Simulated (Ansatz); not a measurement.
# SiP (quartet): B2PLYP, RPA-PBE over vertical spin and charge gaps, 6-31G

Aim: run SiP (quartet) with these functionals over vertical spin and charge gaps, and hold them against the top wave-function level at the same points.

The runs use Ansatz 0.2.0, Gaussian basis; 6-31G, all electrons in the functionals, frozen cores in the correlation of double hybrids and RPA.

Plan: B2PLYP, RPA-PBE, at charge 0, quartet; charge 0, doublet; charge 0, sextet; charge 1, triplet; charge 1, quintet.

16 further runs of the same task are left out: 5 that didn't finish, 11 set aside as unsound or not needed.

## Step 1: The system

The geometry is a PBE0/def2-TZVP stationary point (not a proven minimum).

2 atoms, charge 0, spin multiplicity 4.

Atoms are counted from 1 here; the program's logs count them from 0.

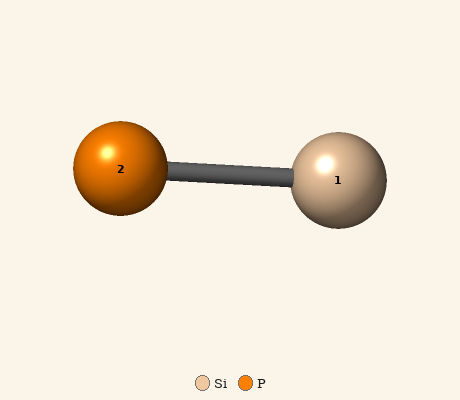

The structure; silicon light orange, phosphorus orange; atoms are numbered from 1 in the order of the file.

No dispersion term is added.

The geometry shown and the zero of energy belong to the point charge 0, quartet. The yardstick, FCI, and other wave-function levels (R restricted, U unrestricted, valence and pair active spaces) come from earlier runs.

## Step 2: B2PLYP, charge 0, quartet

Input file in.yaml:

```yaml
crystal:
  periodic: [false, false, false]
  atoms:
    - {symbol: Si, position_ang: [0.000000, 0.000000, 0.000000]}
    - {symbol: P, position_ang: [0.000000, 0.000000, 2.343000]}
basis:
  gaussian: {orbitals: 6-31G}
magnetization: {spin_polarized: true, initial_magnetization: 3}
hamiltonian: {xc: {name: B2PLYP}}
correlation: {electrons: outside_noble_gas}
```

Launch:

```console
$ ansatz run in.yaml --threads 1 --pin off --events-out ev --progress --plain --max-ram 2393MiB
```

Further steps of the session: B2PLYP, charge 0, doublet; B2PLYP, charge 0, sextet; B2PLYP, charge 1, triplet; B2PLYP, charge 1, quintet; RPA-PBE, charge 0, quartet; RPA-PBE, charge 0, doublet; RPA-PBE, charge 0, sextet; RPA-PBE, charge 1, triplet; RPA-PBE, charge 1, quintet.

**Question.** What will the summary of the whole plan be? Wanted: quartet to doublet, FCI; quartet to sextet, FCI; ionisation to the triplet cation, FCI; ionisation to the quintet cation, FCI; largest miss, B2PLYP; largest miss, RPA-PBE.

As calculated:

| quantity | value |
| --- | --- |
| quartet to doublet, FCI | -1.170 eV |
| quartet to sextet, FCI | 1.286 eV |
| ionisation to the triplet cation, FCI | 6.974 eV |
| ionisation to the quintet cation, FCI | 8.156 eV |
| largest miss, B2PLYP | +0.279 eV (ionisation to the quintet cation) |
| largest miss, RPA-PBE | -0.311 eV (ionisation to the triplet cation) |

Of the functionals, B2PLYP keep the smallest largest miss at the points compared (at most 0.279 eV) and RPA-PBE strays most (0.311 eV, at ionisation to the triplet cation). B2PLYP clearly breaks the spin symmetry at some points (⟨S²⟩ up to 0.42 above the pure value), so energy there is bought with a mixed spin. Functionals and the yardstick converge differently with the basis, so part of each miss in 6-31G is the basis.
